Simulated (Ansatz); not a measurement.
```
Ge N
1.0
     2.98722    0.00000    0.00000
    -1.49361    2.58701    0.00000
     0.00000    0.00000    5.98370
Ge N
2 1
Direct
  0.33333 0.66667 0.23169
  0.66667 0.33333 0.76831
  0.00000 0.00000 0.00000
```

Space group P-3m1; a structure generated by program, which may or may not match a known phase; computed without spin polarisation.

Method: DFT PBE, scalar-relativistic, plane waves, PAW (Ansatz).

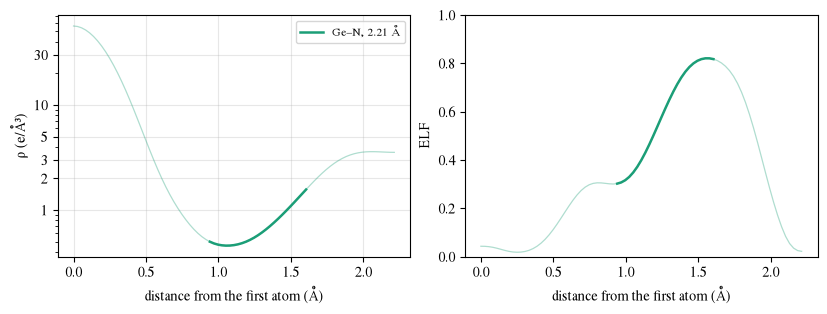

Ge$_{2}$N. Valence pseudo-density and ELF along straight lines between neighbouring atoms. Thin, pale parts lie inside the atomic spheres.

Core electrons are frozen (PAW), and the valence fields are smoothed inside the atomic spheres.

Question: What can be read from the curves?

Answer: Ge–N (2.21 Å): ρ is about 0.46 e/Å³ halfway; the ELF peaks at about 0.80 in the valence shell of N, 0.7 Å from its nucleus, and is about 0.40 at the midpoint.
